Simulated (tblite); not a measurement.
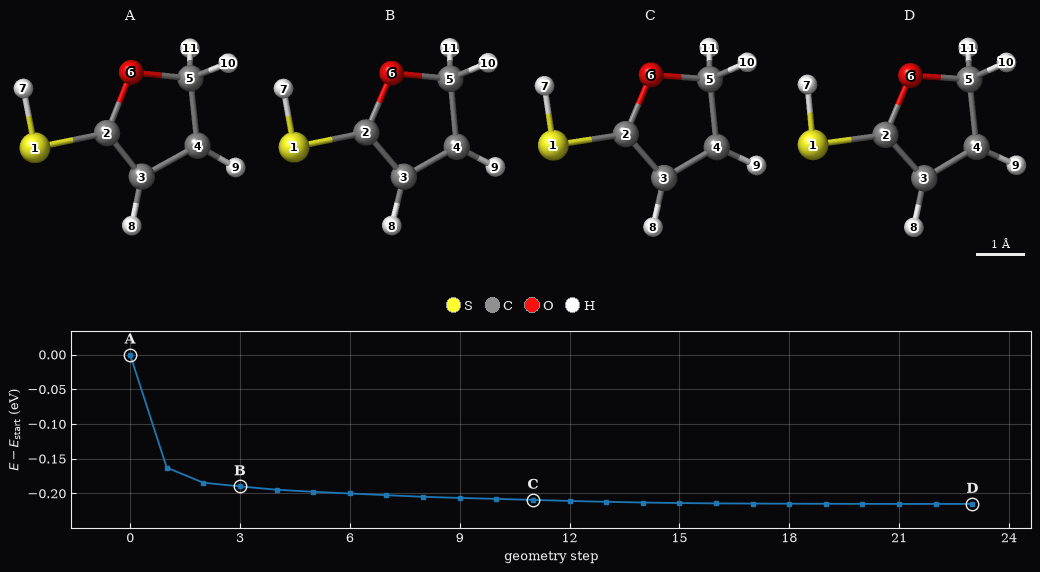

Frames of a relaxation of C4H5OS (multiplicity 2), marked on the history of the run. The picture is a ball-and-stick view, seen at a tilt.

Theory: tblite, GFN2-xTB geometry optimisation, gas phase. 

> Describe the path.

The energy falls by 0.215 eV in 23 geometry steps. H7 moves most after the best rigid fit: 0.12 Å. Largest moves by element: H 0.12 Å, S 0.08 Å, C 0.07 Å, O 0.07 Å. Some distances before and after: C3–C4 1.434 → 1.372 Å, C2–C3 1.326 → 1.386 Å, C5–O6 1.443 → 1.423 Å, C2–O6 1.390 → 1.370 Å. Bond angles that change, for instance: S1–C2–C3 123.9° → 130.2°, C5–C4–H9 127.7° → 123.7°, C3–C2–O6 115.9° → 112.1°. The run took 0.09 s on 1 thread of Arm Neoverse V2 (shared host). From step 0 to 3: C3 moves most (0.05 Å), energy −0.190 eV. From step 3 to 11: H7 moves most (0.06 Å), energy −0.019 eV. From step 11 to 23: H7 moves most (0.07 Å), energy −0.006 eV.
